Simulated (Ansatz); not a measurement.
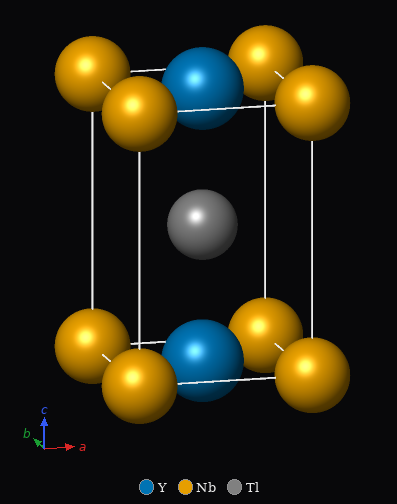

The crystal in a spheres-only representation, seen slightly off an axis. The wireframe shows the simulation cell.

```yaml
crystal:
  lattice:
    - [3.98003, 0.00000, 0.00000]
    - [0.00000, 3.98003, 0.00000]
    - [0.00000, 0.00000, 6.21874]
  atoms:
    - { symbol: Y, position: [0.50000, 0.50000, 0.00000] }
    - { symbol: Nb, position: [0.00000, 0.00000, 0.00000] }
    - { symbol: Tl, position: [0.50000, 0.50000, 0.50000] }
```

Computational set-up: DFT PBE, scalar-relativistic, plane waves, PAW in Ansatz 0.2.0, a kinetic-energy cutoff of 420 eV, a 12×12×8 grid in reciprocal space, Gaussian smearing of 0.1 eV, no spin polarisation.

Question: What does a Bader analysis give?

Answer: Y +0.77 e; Nb -0.58 e; Tl -0.19 e.

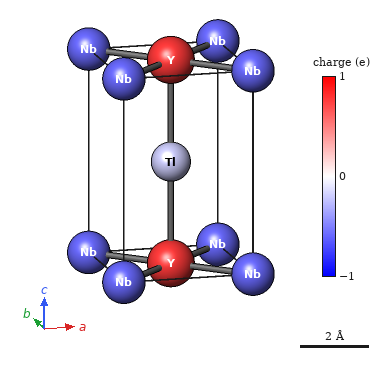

The atoms coloured by those charges.

Starting structure: a random cell made by a generator, so it need not be a real form of the compound. Earlier steps of the study may have refined or changed the cell and positions. It went into a calculation with Ansatz.
